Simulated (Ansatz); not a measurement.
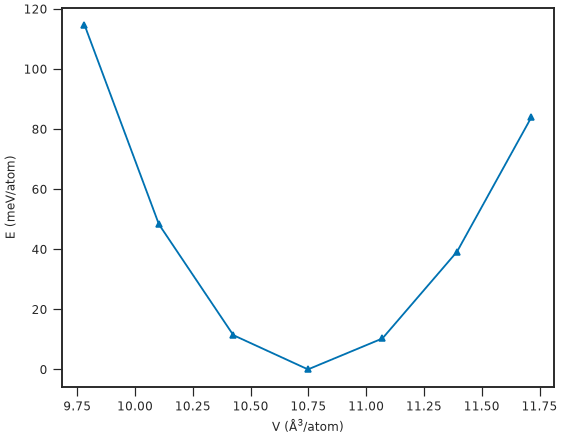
Fig. 1. TaC (rock salt, Fm-3m) under volume change, DFT-LDA in the program Ansatz with PAW potentials, scaled uniformly.

Task: What does a third-order Birch–Murnaghan fit give for V₀, B₀ and B′?

Result: V₀ = 10.75 Å³/atom, B₀ = 359 GPa, B′ = 4.2.

Symmetry was held in the LDA relaxation; of distortions, only those at the zone centre were tested. The run is not spin-polarised. Spin–orbit coupling is left out wherever it is not named.

Potentials: the later of the program's two PAW sets.
